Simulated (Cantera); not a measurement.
Input: 1 mol SiH2Cl2, a varied amount of H2, 0.22 mol CH4, held at 1875 K and 2.50 mbar.

Equilibrium computed with Cantera from the NASA thermochemical tables; the gas is ideal and each condensed phase is pure. Candidate condensed phases: C, C6H6, C7H8, C8H18, Si, SiC; 109 gas species. Mutual solubility and eutectic melting of coexisting phases are not modelled. The tables' values for SiCl, SiCl3 are old estimates; treat these amounts as uncertain. Gases not in the tables: Si2H6 and higher silanes. Kinetics and transport are ignored.

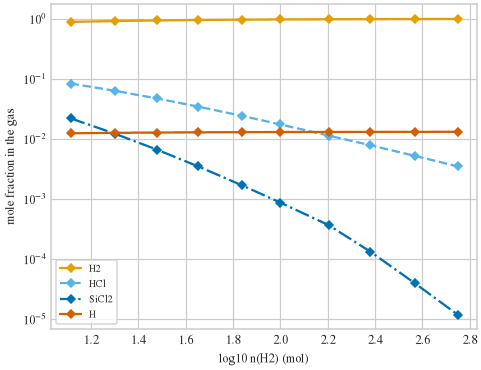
Equilibrium gas composition (values under 1e-9 drawn at 1e-9)

From 13 mol H2 to 160 mol H2 the condensed part is Si(l) + SiC(s). From 240 mol H2 to 560 mol H2 the condensed part is SiC(s). The main Si-bearing gas is SiCl2 at 13 mol H2 and Si at 560 mol H2. The share of Si in condensed phases is highest at 30 mol H2 (63.6 %) and lowest at 560 mol H2 (20.5 %).
